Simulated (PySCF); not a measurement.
# C5H4FN: NMR shifts and spin-spin couplings

Wanted: the NMR shifts and spin-spin couplings of C5H4FN (`Fc1ccncc1`), by calculation.

The runs use PySCF 2.14.0, with density-fitted response routines of our own; the level of theory stands in each step. All values are computed, except where a source is named. Atoms are numbered from 0 throughout.

## Step 1: The starting structure

11 atoms, charge 0, multiplicity 1; geometry from: GFN2-xTB.

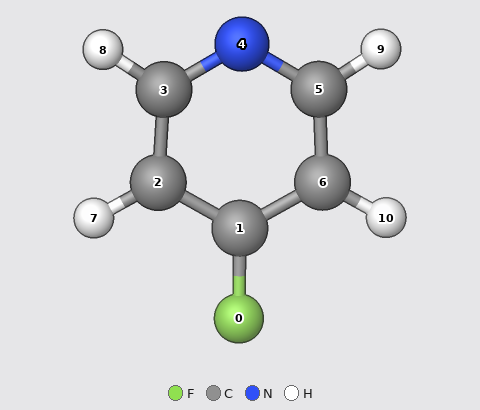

The starting geometry (fluorine green, carbon grey, nitrogen blue, hydrogen white), atoms numbered; sticks join atoms by distance.

## Step 2: Nuclear shieldings: PBE0/pcSseg-1

What the job is given:

```
{"job": {"kind": "nmr", "xc": "PBE0", "basis": "pcSseg-1"}, "charge": 0, "multiplicity": 1}
F     -0.195019     2.473612     0.151573
C     -0.089420     1.135746     0.068015
C     -1.234664     0.361854    -0.003992
C     -1.057534    -1.011229    -0.089121
N      0.126696    -1.595801    -0.101771
C      1.204533    -0.835768    -0.031036
C      1.163645     0.548047     0.055838
H     -2.211737     0.815823     0.006277
H     -1.908608    -1.675707    -0.149518
H      2.149838    -1.361070    -0.043659
H      2.057696     1.147165     0.111431
```

With the program's defaults for keys left out, this is: GIAO PBE0/pcSseg-1 NMR shielding, non-relativistic, gas phase.

Log:

```text
coarse grid: 10064 points
cycle   1  E = -347.0036715208  dE =  1.317e+00  |g| = 4.985e-01  |ddm| = 3.214e+00
cycle   2  E = -346.9608681619  dE =  4.280e-02  |g| = 7.018e-01  |ddm| = 1.024e+00
cycle   3  E = -347.0507604160  dE = -8.989e-02  |g| = 1.026e-01  |ddm| = 6.148e-01
cycle   4  E = -347.0528023348  dE = -2.042e-03  |g| = 4.895e-02  |ddm| = 1.256e-01
cycle   5  E = -347.0533884908  dE = -5.862e-04  |g| = 1.015e-02  |ddm| = 5.783e-02
cycle   6  E = -347.0534097480  dE = -2.126e-05  |g| = 3.409e-03  |ddm| = 1.202e-02
cycle   7  E = -347.0534119690  dE = -2.221e-06  |g| = 8.713e-04  |ddm| = 3.117e-03
final grid: 100128 points
cycle   8  E = -347.0987416662  dE = -2.945e-05  |g| = 7.120e-03  |ddm| = 3.110e-02
cycle   9  E = -347.0987343101  dE =  7.356e-06  |g| = 9.870e-03  |ddm| = 1.495e-02
cycle  10  E = -347.0987529531  dE = -1.864e-05  |g| = 1.207e-03  |ddm| = 8.707e-03
cycle  11  E = -347.0987532291  dE = -2.760e-07  |g| = 2.945e-04  |ddm| = 1.279e-03
cycle  12  E = -347.0987532438  dE = -1.465e-08  |g| = 1.651e-04  |ddm| = 4.055e-04
cycle  13  E = -347.0987532499  dE = -6.119e-09  |g| = 2.575e-05  |ddm| = 1.643e-04
cycle  14  E = -347.0987532500  dE = -1.457e-10  |g| = 5.106e-06  |ddm| = 2.286e-05
converged SCF energy = -347.0987532500

GIAO shielding tensors (ppm)
atom      isotropic    diamagn.    paramagn.     s11        s22        s33       span
  0 F      274.073     475.300    -201.227    190.780    277.648    353.791    163.011
  1 C        7.317     250.330    -243.013    -84.467     18.181     88.239    172.706
  2 C       70.328     259.624    -189.296    -20.925     64.482    167.427    188.352
  3 C       28.944     250.937    -221.993    -78.226     22.324    142.736    220.962
  4 N      -82.851     330.277    -413.128   -398.746   -161.744    311.936    710.682
  5 C       28.921     250.940    -222.019    -78.258     22.306    142.714    220.973
  6 C       70.284     259.631    -189.347    -21.005     64.469    167.387    188.392
  7 H       24.542      30.899      -6.357     21.736     23.789     28.102      6.366
  8 H       22.754      29.468      -6.715     18.883     22.515     26.863      7.979
  9 H       22.753      29.465      -6.713     18.881     22.513     26.863      7.982
 10 H       24.537      30.893      -6.356     21.730     23.784     28.096      6.366
```

Run time: 22 s. Hardware: 1 thread, shared host.

The references, computed at this level on geometries of the same kind, shield at (ppm): 1H TMS 31.72, 13C TMS 186.9, 19F CFCl3 170.9, 15N NH3 267.7. Their shielding less the atom's gives the shift. The references are single molecules in the gas phase, so shifts against H2O, NH3, PH3, H3PO4 or CFCl3 are not on the usual liquid scales and can be off by tens of ppm. Atoms listed in one row are averaged.

```csv
atoms,environment,σ (ppm),δ (ppm),δ scaled to CDCl3
C1,aromatic carbon bearing fluorine,7.3,179.6,173.4
"C3, C5",aromatic CH next to a ring nitrogen,28.9,158.0,152.3
"C2, C6",aromatic CH,70.3,116.6,111.9
"H8, H9",hydrogen on an aromatic CH next to a ring nitrogen,22.75,8.96,8.56
"H7, H10",hydrogen on an aromatic CH,24.54,7.18,6.87
F0,aryl fluorine,274.1,-103.1,–
N4,pyridine-type ring nitrogen,-82.9,350.6,–
```

The scaled column applies a straight-line fit of computed shieldings to shifts measured in CDCl3, and one for carbons that bear F (root-mean-square error 0.16 ppm for H, 1.9 ppm for C).

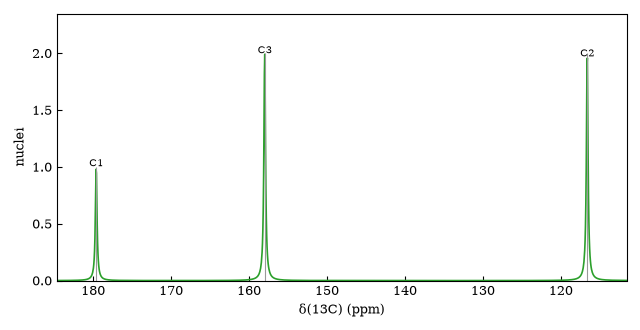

13C lines at the computed shifts, without couplings. Lines are broadened to a width of 0.25 ppm (Lorentzian).

Charges from the same density, by scheme (e):

```csv
atoms,Mulliken,IAO,Hirshfeld,ESP fit
F0,-0.27,-0.26,-0.08,-0.25
C1,0.37,0.32,0.10,0.82
"C2, C6",-0.24,-0.23,-0.07,-0.79
"C3, C5",0.17,0.00,0.02,0.58
N4,-0.42,-0.29,-0.17,-0.75
```

IAO charges:

```csv
atom,value (e)
F0,-0.26
C1,0.32
C2,-0.23
C3,0.00
N4,-0.29
C5,0.00
C6,-0.23
H7,0.18
H8,0.16
H9,0.16
H10,0.18
```

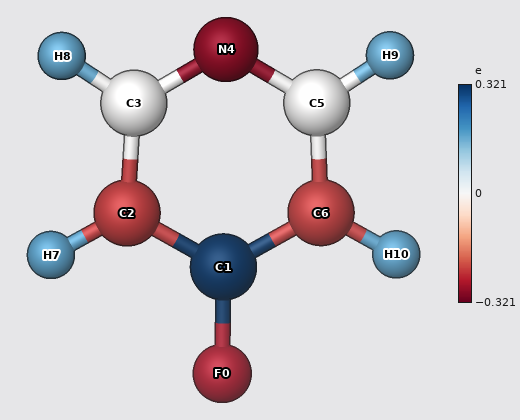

IAO charges, as colours on the atoms.

Mayer bond orders: F0–C1 0.94, C1–C2 1.42, C2–C3 1.38, C3–N4 1.48, N4–C5 1.48, C5–C6 1.38, C6–C1 1.42.

Ring of atoms C1, C2, C3, N4, C5, C6: NICS(0) -9.3, NICS(1) -11.4, NICS(1)zz -28.4 ppm (means of both faces).

## Step 3: J couplings: B3LYP/pcJ-1

The job, as its differences from that of step 2:

```diff
@@ -1,2 +1,2 @@
-{"job": {"kind": "nmr", "xc": "PBE0", "basis": "pcSseg-1"}, "charge": 0, "multiplicity": 1}
+{"job": {"kind": "j", "xc": "B3LYP", "basis": "pcJ-1"}, "charge": 0, "multiplicity": 1}
 F     -0.195019     2.473612     0.151573
```

With the program's defaults for keys left out, this is: B3LYP/pcJ-1 indirect spin-spin coupling, non-relativistic, gas phase.

Log:

```text
coarse grid: 10064 points
cycle   1  E = -347.4156284116  dE =  1.225e+00  |g| = 5.531e-01  |ddm| = 3.148e+00
cycle   2  E = -347.3516058571  dE =  6.402e-02  |g| = 8.129e-01  |ddm| = 1.136e+00
cycle   3  E = -347.4692782510  dE = -1.177e-01  |g| = 1.309e-01  |ddm| = 6.930e-01
cycle   4  E = -347.4723776807  dE = -3.099e-03  |g| = 6.691e-02  |ddm| = 1.532e-01
cycle   5  E = -347.4734429966  dE = -1.065e-03  |g| = 1.490e-02  |ddm| = 7.207e-02
cycle   6  E = -347.4734900383  dE = -4.704e-05  |g| = 4.160e-03  |ddm| = 1.563e-02
cycle   7  E = -347.4734931380  dE = -3.100e-06  |g| = 1.258e-03  |ddm| = 3.808e-03
final grid: 100128 points
cycle   8  E = -347.5303217518  dE = -1.273e-04  |g| = 7.373e-03  |ddm| = 2.304e-02
cycle   9  E = -347.5303092624  dE =  1.249e-05  |g| = 1.131e-02  |ddm| = 1.396e-02
cycle  10  E = -347.5303316378  dE = -2.238e-05  |g| = 1.032e-03  |ddm| = 9.031e-03
cycle  11  E = -347.5303317653  dE = -1.276e-07  |g| = 6.225e-04  |ddm| = 1.339e-03
cycle  12  E = -347.5303318443  dE = -7.896e-08  |g| = 2.595e-04  |ddm| = 6.864e-04
cycle  13  E = -347.5303318596  dE = -1.535e-08  |g| = 2.339e-05  |ddm| = 2.372e-04
cycle  14  E = -347.5303318597  dE = -9.516e-11  |g| = 9.642e-06  |ddm| = 1.975e-05
converged SCF energy = -347.5303318597

Indirect spin-spin couplings (Hz)
  i      j    bonds     total        FC       PSO       DSO        SD
  0 F    1 C    1   -329.643  -318.959   -16.289     0.889     4.716
  0 F    2 C    2     10.290    24.157   -17.639    -0.137     3.908
  0 F    3 C    3      3.163     1.770     2.893    -0.345    -1.155
  0 F    4 N    4     -9.445    -2.621    -2.394     0.145    -4.575
  0 F    5 C    3      3.176     1.777     2.897    -0.345    -1.153
  0 F    6 C    2     10.318    24.185   -17.637    -0.136     3.906
  0 F    7 H    3      9.099    13.262    -3.117    -0.171    -0.875
  0 F    8 H    4      9.052     8.729     1.921    -1.455    -0.142
  0 F    9 H    4      9.059     8.735     1.922    -1.455    -0.143
  0 F   10 H    3      9.078    13.241    -3.117    -0.171    -0.876
  1 C    2 C    1     72.859    79.319    -6.778     0.318         -
  1 C    3 C    2      0.935     0.957    -0.064     0.042         -
  1 C    4 N    3     -4.459    -3.296     0.049    -0.004    -1.208
  1 C    5 C    2      0.939     0.961    -0.064     0.042         -
  1 C    6 C    1     72.846    79.306    -6.779     0.318         -
  1 C    7 H    2     -4.729    -3.626    -0.907    -0.195         -
  1 C    8 H    3     10.418    10.539     0.310    -0.431         -
  1 C    9 H    3     10.419    10.540     0.310    -0.431         -
  1 C   10 H    2     -4.717    -3.615    -0.907    -0.196         -
  2 C    3 C    1     59.569    66.600    -7.291     0.261         -
  2 C    4 N    2      2.465     2.036    -0.044     0.017     0.456
  2 C    5 C    3      8.942     8.540     0.404    -0.002         -
  2 C    6 C    2      2.590     2.301     0.298    -0.009         -
  2 C    7 H    1    172.079   170.942     0.165     0.972         -
  2 C    8 H    2     10.426    11.479    -0.737    -0.316         -
  2 C    9 H    4     -1.489    -1.407     0.394    -0.476         -
  2 C   10 H    3      3.513     3.505     0.533    -0.525         -
  3 C    4 N    1     -0.968    -6.180     5.938    -0.091    -0.635
  3 C    5 C    2     -4.646    -4.499    -0.100    -0.047         -
  3 C    6 C    3      8.939     8.537     0.404    -0.002         -
  3 C    7 H    2      1.929     3.213    -0.979    -0.305         -
  3 C    8 H    1    186.964   186.264    -0.265     0.965         -
  3 C    9 H    3     13.604    13.807     0.431    -0.634         -
  3 C   10 H    4     -0.207    -0.232     0.496    -0.471         -
  4 N    5 C    1     -0.966    -6.179     5.938    -0.091    -0.635
  4 N    6 C    2      2.468     2.038    -0.044     0.017     0.456
  4 N    7 H    3     -1.231    -1.368    -0.105     0.226     0.016
  4 N    8 H    2    -11.591   -12.707     1.038     0.127    -0.049
  4 N    9 H    2    -11.594   -12.710     1.038     0.126    -0.049
  4 N   10 H    3     -1.231    -1.367    -0.105     0.226     0.016
  5 C    6 C    1     59.539    66.571    -7.293     0.261         -
  5 C    7 H    4     -0.206    -0.232     0.496    -0.471         -
  5 C    8 H    3     13.605    13.808     0.431    -0.634         -
  5 C    9 H    1    186.960   186.260    -0.264     0.965         -
  5 C   10 H    2      1.930     3.213    -0.979    -0.304         -
  6 C    7 H    3      3.517     3.509     0.534    -0.526         -
  6 C    8 H    4     -1.489    -1.407     0.394    -0.476         -
  6 C    9 H    2     10.415    11.468    -0.738    -0.315         -
  6 C   10 H    1    172.155   171.018     0.165     0.972         -
  7 H    8 H    3      6.355     6.554     0.280    -0.479         -
  7 H    9 H    5      0.468     0.614     1.830    -1.976         -
  7 H   10 H    4      2.331     2.460     1.933    -2.062         -
  8 H    9 H    4     -0.691    -0.540     1.949    -2.101         -
  8 H   10 H    5      0.468     0.614     1.830    -1.976         -
  9 H   10 H    3      6.357     6.555     0.279    -0.478         -
```

It took 58 s on 1 thread, shared host.

A choice of the couplings up to four bonds, sorted by the number of bonds, with means over like pairs; isotopes 13C, 19F, 1H, 15N:

```csv
pair,bonds,J (Hz),Fermi contact (Hz),dihedral (°)
F0–C1,1,-329.6,-319.0,–
C3–H8,1,187.0,186.3,–
C2–H7,1,172.1,171.0,–
C1–C2,1,72.9,79.3,–
C2–C3,1,59.6,66.6,–
N4–H8,2,-11.6,-12.7,–
C2–H8,2,10.4,11.5,–
F0–C2,2,10.3,24.2,–
C1–H7,2,-4.7,-3.6,–
C3–C5,2,-4.6,-4.5,–
C2–C6,2,2.6,2.3,–
C2–N4,2,2.5,2.0,–
C3–H7,2,1.9,3.2,–
C3–H9,3,13.6,13.8,180
C1–H8,3,10.4,10.5,-180
F0–H7,3,9.1,13.3,0
C2–C5,3,8.9,8.5,–
H7–H8,3,6.4,6.6,0
C1–N4,3,-4.5,-3.3,–
C2–H10,3,3.5,3.5,180
F0–C3,3,3.2,1.8,180
N4–H7,3,-1.2,-1.4,-180
F0–N4,4,-9.4,-2.6,–
F0–H8,4,9.1,8.7,–
H7–H10,4,2.3,2.5,–
C2–H9,4,-1.5,-1.4,–
```

The spin-dipole term was solved for some atoms only; pairs without it lack that part.

Quadrupole couplings from the field gradients of the same density:

```csv
atom,isotope,eQq/h (MHz),η
N4,14N,-5.448,0.32
```

Joined with the shifts from before (PBE0/pcSseg-1, unscaled), the couplings predict the line list below for 300 MHz.

1H NMR δ 8.96 (dd, J = 9.1, 6.4 Hz, 2H), 7.18 (dd, J = 9.1, 6.4 Hz, 2H). The letters are first-order; like nuclei with unlike couplings give more lines.

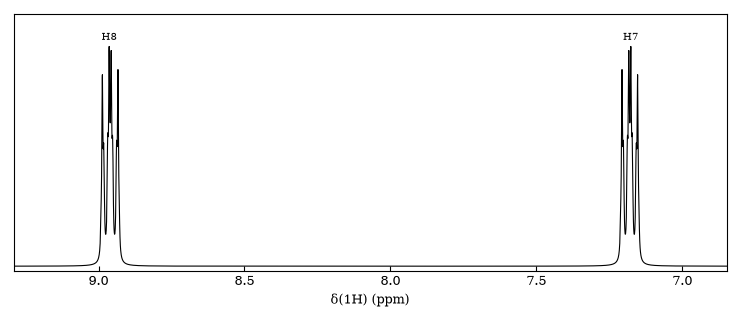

Simulated proton spectrum at 300 MHz, by exact diagonalisation of each spin system; lines 1.2 Hz wide, exchangeable protons uncoupled.

## Step 4: Results

```
                                                               quantity                     value
13C shifts against TMS (PBE0/pcSseg-1, means over atoms taken as alike)   179.6, 158.0, 116.6 ppm
 1H shifts against TMS (PBE0/pcSseg-1, means over atoms taken as alike)            8.96, 7.18 ppm
                               19F shifts against CFCl3 (PBE0/pcSseg-1)                -103.1 ppm
                                 15N shifts against NH3 (PBE0/pcSseg-1)                 350.6 ppm
                            largest coupling of the table (B3LYP/pcJ-1)  1J(F,C) F0–C1, -329.6 Hz
```

What this shows: At PBE0/pcSseg-1: The widest tensor belongs to N4: span 711 ppm, with a paramagnetic part of -413 ppm. NICS(1)zz of -28 ppm above the planar ring from C1 marks a diatropic (aromatic) ring current. In the run at B3LYP/pcJ-1, the largest coupling of the table is F0–C1, -329.6 Hz, of which the Fermi-contact term gives -319.0 Hz.
